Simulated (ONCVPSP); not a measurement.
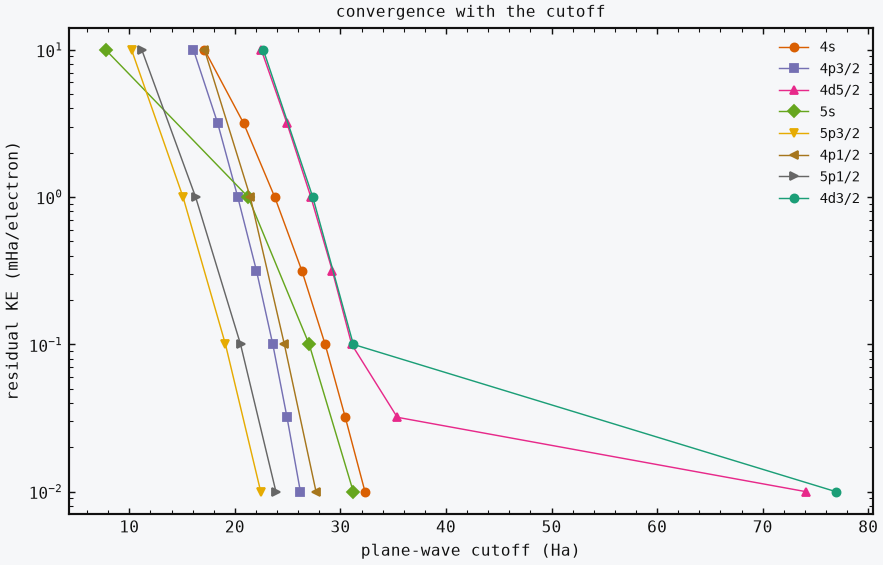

Residual kinetic energy of the pseudo-waves (the first of each channel, and further valence shells) beyond the plane-wave cutoff, as the generator prints it.

- Cutoffs for the occupied states: 27 Ha for 1 mHa and 31 Ha for 0.1 mHa per electron. The first is set by 4d3/2.
- Cutoffs for 1 mHa per electron: 4d3/2: 27 Ha; 4d5/2: 27 Ha; 4s: 24 Ha; 4p1/2: 21 Ha; 5s: 21 Ha; 4p3/2: 20 Ha; 5p1/2: 16 Ha; 5p3/2: 15 Ha.

**Run report: Cd, pseudopotential generation (part 1 of 2)**

Cadmium (Cd, Z = 48), core [Ar] 3d10, reference valence 4s2 4p6 4d10 5s1 5p1, valence charge 20. Computed at this level: ONCV potential, PBE, fully relativistic, made with ONCVPSP 4.0.1.

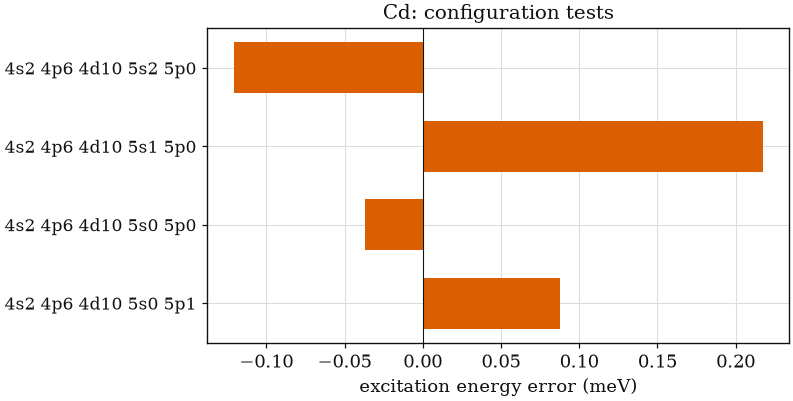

Errors, all-electron minus pseudo, of the energies of valence configurations relative to the unpolarised reference 4s2 4p6 4d10 5s1 5p1.

- Worst configuration: 4s2 4p6 4d10 5s1 5p0 (charge +1): the error is +0.2 meV on an all-electron energy of +4.61 eV relative to the reference, or 0.0047 %.
- Configurations within 10 meV and within 50 meV: 4 and 4 of 4.

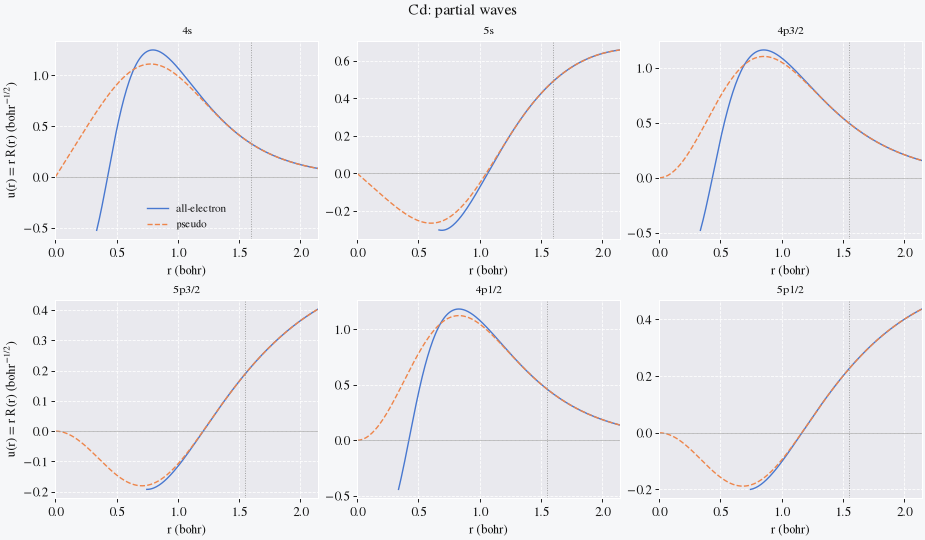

All-electron valence functions (solid) with their pseudo partners (dashed). Dotted lines mark the matching radii. The innermost oscillations of some all-electron curves aren't drawn. Pseudo-waves: 4s has no node; 5s has a node at about 1.1 bohr; 4p3/2 has no node; 5p3/2 has a node at about 1.2 bohr; 4p1/2 has no node; 5p1/2 has a node at about 1.2 bohr. A node in 5s, 5p3/2 and 5p1/2 is expected, since a lower shell of the same l is also in the valence and the two must stay orthogonal.

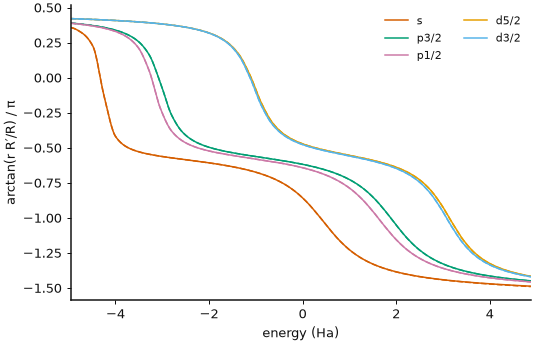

Unwrapped phase arctan(r R′/R) in units of π against energy, all-electron (solid) and pseudo (dashed); the pseudo phase is matched to the all-electron one at the reference energy. Here R(r) is the radial function. Not drawn: f7/2: not judged; f5/2: not judged.

- Poles, where the radial function vanishes at the test radius: s: all-electron at -3.7 Ha, pseudo at -3.7 Ha; p3/2: all-electron at -2.0 Ha, pseudo at -2.0 Ha; p1/2: all-electron at -2.2 Ha, pseudo at -2.2 Ha; d5/2: all-electron at 0.3 Ha, pseudo at 0.3 Ha; d3/2: all-electron at 0.2 Ha, pseudo at 0.2 Ha.
- Ghost states: the plot shows none: the two phases stay within 0.01 rad of each other in all channels drawn. The separate test gives: no bound ghost flagged; no localised positive-energy state flagged.

Input and output of the run follow.

### Input file
```
# ATOM AND REFERENCE CONFIGURATION
# atsym  z   nc   nv     iexc    psfile
  Cd 48.00    6    5        4      upf
#
#   n    l    f
    1    0    2.00
    2    0    2.00
    2    1    6.00
    3    0    2.00
    3    1    6.00
    3    2   10.00
    4    0    2.00
    4    1    6.00
    4    2   10.00
    5    0    1.00
    5    1    1.00
#
# PSEUDOPOTENTIAL AND OPTIMIZATION
# lmax
    2
#
#   l,   rc,      ep,       ncon, nbas, qcut
    0    1.60    0.00    3    6    8.50
    1    1.55    0.00    4    8    7.50
    2    1.65    0.00    4    9    8.10
#
# LOCAL POTENTIAL
# lloc, lpopt,  rc(5),   dvloc0
    4    5    1.10    4.00
#
# VANDERBILT-KLEINMAN-BYLANDER PROJECTORs
# l, nproj, debl
    0    2    1.60
    1    2    1.60
    2    2    0.40
#
# MODEL CORE CHARGE
# icmod, fcfact, rcfact
    0    0.00    0.00
#
# LOG DERIVATIVE ANALYSIS
# epsh1, epsh2, depsh
   -5.00    5.00    0.04
#
# OUTPUT GRID
# rlmax, drl
    6.00    0.01
#
# TEST CONFIGURATIONS
# ncnf
    4
# nvcnf
#   n    l    f
    5
    4    0    2.00
    4    1    6.00
    4    2   10.00
    5    0    2.00
    5    1    0.00
#
    5
    4    0    2.00
    4    1    6.00
    4    2   10.00
    5    0    1.00
    5    1    0.00
#
    5
    4    0    2.00
    4    1    6.00
    4    2   10.00
    5    0    0.00
    5    1    0.00
#
    5
    4    0    2.00
    4    1    6.00
    4    2   10.00
    5    0    0.00
    5    1    1.00
#
```

Launched with:
```bash
oncvpspr.x < Cd.dat > Cd.out
```

### Log (extracts)
```
ONCVPSP  (Optimized Norm-Conservinng Vanderbilt PSeudopotential)
relativistic version 4.0.1

#   n    l    f        energy (Ha)
    1    0    2.00    -9.7428111D+02
    2    0    2.00    -1.4466306D+02
    2    1    6.00    -1.2760108D+02    -1.3467402D+02
    3    0    2.00    -2.7021665D+01
    3    1    6.00    -2.1756387D+01    -2.3019519D+01
    3    2   10.00    -1.4419814D+01    -1.4676470D+01
    4    0    2.00    -3.9624858D+00
    4    1    6.00    -2.4663087D+00    -2.6802035D+00
    4    2   10.00    -4.9162198D-01    -5.1740953D-01
    5    0    1.00    -2.5448996D-01
    5    1    1.00    -7.3853422D-02    -8.1734828D-02

Reference configufation results
  iterations    27
  all-electron total energy (Ha)   -5.59586396D+03

Begin loop to  construct optimized pseudo wave functions
and semi-local pseudopoentials for all angular momenta

Calculating optimized projector #   1

 for l=   0

    Fraction of norm inside rc  0.978997
    Optimizing pswf for qcut=   8.50 a_B^-1,  ecut=  36.12 Ha
    Residual kinetic energy error=  8.03D-07 Ha

    Energy error per electron        Cutoff
         Ha          eV             Ha
         0.01000     0.27211       17.12
         0.00100     0.02721       23.78
         0.00010     0.00272       28.55
         0.00001     0.00027       32.33

Calculating optimized projector #   2

 for l=   0

    Fraction of norm inside rc  0.088216
    Optimizing pswf for qcut=   8.50 a_B^-1,  ecut=  36.12 Ha
    Residual kinetic energy error=  4.23D-07 Ha

    Energy error per electron        Cutoff
         Ha          eV             Ha
         0.01000     0.27211        7.75
         0.00100     0.02721       21.26
         0.00010     0.00272       27.04
         0.00001     0.00027       31.22

Calculating optimized projector #   1

 for l=   1

    Fraction of norm inside rc  0.937470
    Optimizing pswf for qcut=   7.50 a_B^-1,  ecut=  28.09 Ha
    Residual kinetic energy error=  1.91D-06 Ha

    Energy error per electron        Cutoff
         Ha          eV             Ha
         0.01000     0.27211       16.08
         0.00100     0.02721       20.27
         0.00010     0.00272       23.59
         0.00001     0.00027       26.21

Calculating optimized projector #   2

 for l=   1

    Fraction of norm inside rc  0.021419
    Optimizing pswf for qcut=   7.50 a_B^-1,  ecut=  28.09 Ha
    Residual kinetic energy error=  1.35D-06 Ha

    Energy error per electron        Cutoff
         Ha          eV             Ha
         0.01000     0.27211       10.21
         0.00100     0.02721       15.09
         0.00010     0.00272       19.11
         0.00001     0.00027       22.45

Calculating optimized projector #   1

 for l=   1

    Fraction of norm inside rc  0.949192
    Optimizing pswf for qcut=   7.50 a_B^-1,  ecut=  28.09 Ha
    Residual kinetic energy error=  7.41D-06 Ha

    Energy error per electron        Cutoff
         Ha          eV             Ha
         0.01000     0.27211       17.12
         0.00100     0.02721       21.46
         0.00010     0.00272       24.69
         0.00001     0.00027       27.69

Calculating optimized projector #   2

 for l=   1

    Fraction of norm inside rc  0.025055
    Optimizing pswf for qcut=   7.50 a_B^-1,  ecut=  28.09 Ha
    Residual kinetic energy error=  1.14D-06 Ha

    Energy error per electron        Cutoff
         Ha          eV             Ha
         0.01000     0.27211       11.18
         0.00100     0.02721       16.28
         0.00010     0.00272       20.54
         0.00001     0.00027       23.89

WARNING wellstate: negative energy specified for n= 5 l=  2
WARNING scattering state with energy  0.25000000
WARNING will be used for the first projector

   Wellstate for l =  2  n =  5 kap= -3
     eigenvalue =   0.2500
     asymptotic potential =   0.7500
     half-point radius =  6.6420

Calculating optimized projector #   1

 for l=   2

    Fraction of norm inside rc  0.783758
    Optimizing pswf for qcut=   8.10 a_B^-1,  ecut=  32.78 Ha
    Residual kinetic energy error=  3.94D-05 Ha

    Energy error per electron        Cutoff
         Ha          eV             Ha
         0.01000     0.27211       22.50
         0.00100     0.02721       27.20
         0.00010     0.00272       31.06
         0.00001     0.00027       74.12

Calculating optimized projector #   2

 for l=   2

    Fraction of norm inside rc  0.043233
    Optimizing pswf for qcut=   8.10 a_B^-1,  ecut=  32.78 Ha
    Residual kinetic energy error=  5.82D-06 Ha

    Energy error per electron        Cutoff
         Ha          eV             Ha
         0.01000     0.27211       16.71
         0.00100     0.02721       23.15
         0.00010     0.00272       28.16
         0.00001     0.00027       31.89

   Wellstate for l =  2  n =  5 kap=  2
     eigenvalue =  -0.1174

Calculating optimized projector #   1

 for l=   2

    Fraction of norm inside rc  0.794398
    Optimizing pswf for qcut=   8.10 a_B^-1,  ecut=  32.78 Ha
    Residual kinetic energy error=  4.35D-05 Ha

    Energy error per electron        Cutoff
         Ha          eV             Ha
         0.01000     0.27211       22.69
         0.00100     0.02721       27.38
         0.00010     0.00272       31.22
         0.00001     0.00027       76.95

Calculating optimized projector #   2

 for l=   2

    Fraction of norm inside rc  0.041257
    Optimizing pswf for qcut=   8.10 a_B^-1,  ecut=  32.78 Ha
    Residual kinetic energy error=  6.29D-06 Ha

    Energy error per electron        Cutoff
         Ha          eV             Ha
         0.01000     0.27211       16.82
         0.00100     0.02721       23.27
         0.00010     0.00272       28.26
         0.00001     0.00027       32.11

Construct Vanderbilt / Kleinmman-Bylander projectors

B matrix Hermiticity error, ll=  0  kap= -1
   1   2    5.1230D-04

  Orthonormal projector coefficients  9.6389E+00  1.1629E+00

B matrix Hermiticity error, ll=  1  kap= -2
   1   2    1.8296D-04

  Orthonormal projector coefficients  4.4682E+00  5.6441E-01

B matrix Hermiticity error, ll=  1  kap=  1
   1   2    2.1455D-04

  Orthonormal projector coefficients  4.2437E+00  6.2205E-01

B matrix Hermiticity error, ll=  2  kap= -3
   1   2    5.4914D-05

  Orthonormal projector coefficients -1.3871E+00 -7.2731E-01

B matrix Hermiticity error, ll=  2  kap=  2
   1   2    5.6609D-05

  Orthonormal projector coefficients -1.4381E+00 -7.4207E-01

 Orthonormal scalar projector coefficients, l =  1
  4.3873E+00  5.7239E-01  1.6000E-02  1.3561E-03

 Orthonormal spin-orbit projector coefficients, l =  1
  3.3871E-01 -1.8166E-01 -8.6650E-02  4.0879E-02

 Orthonormal scalar projector coefficients, l =  2
 -1.4067E+00 -7.3306E-01 -8.1426E-04 -1.0807E-04

 Orthonormal spin-orbit projector coefficients, l =  2
  3.8839E-02 -1.9466E-02  1.1564E-02 -4.6128E-03

Pseudoatom total energy -167.314966

Diagnostic tests using Vanderbilt-Kleinman-Bylander pseudopotentials
  relativistic with J = L +/- 1/2 projectors

   l  kap   rcore       rmatch      e in        delta e    norm test   slope test

   0  -1   1.6065575   1.6553360  -3.9624858   0.0000045   1.0002318   1.0002058
   0  -1   1.6065575   1.6553360  -0.2544900   0.0000065   1.0000469   1.0000175

   1  -2   1.5592163   1.6065575  -2.4663087   0.0000035   1.0001795   1.0001840
   1   1   1.5592163   1.6065575  -2.6802035   0.0000142   1.0001536   1.0001481
   1  -2   1.5592163   1.6065575  -0.0738534   0.0000022   1.0000490   1.0000360
   1   1   1.5592163   1.6065575  -0.0817348   0.0000071   1.0000947   1.0000724

   2  -3   1.6553360   1.7055956  -0.4916220  -0.0000099   1.0001244   1.0001450
   2   2   1.6553360   1.7055956  -0.5174095  -0.0000023   1.0001344   1.0001258
   2  -3   1.6553360   1.7055956   0.2500000  -0.0000058   1.0002439   1.0002439
   2   2   1.6553360   1.7055956   0.2478618  -0.0000052   1.0002481   1.0002481

Diagnostic tests using Vanderbilt-Kleinman-Bylander pseudopotentials
  relativistic with scalar and spin-orbit non-local projectors

   l  kap   rcore       rmatch      e in        delta e    norm test   slope test

   0  -1   1.6065575   1.6553360  -3.9624858   0.0000045   1.0002318   1.0002058
   0  -1   1.6065575   1.6553360  -0.2544900   0.0000065   1.0000469   1.0000175

   1  -2   1.5592163   1.6065575  -2.4663087  -0.0001397   1.0001505   1.0001144
   1   1   1.5592163   1.6065575  -2.6802035  -0.0001177   1.0001187   1.0000796
   1  -2   1.5592163   1.6065575  -0.0738534   0.0000020   1.0000457   1.0000359
   1   1   1.5592163   1.6065575  -0.0817348   0.0000065   1.0000835   1.0000721
```

(Continued in part 2.) Outcome of the run: generated.
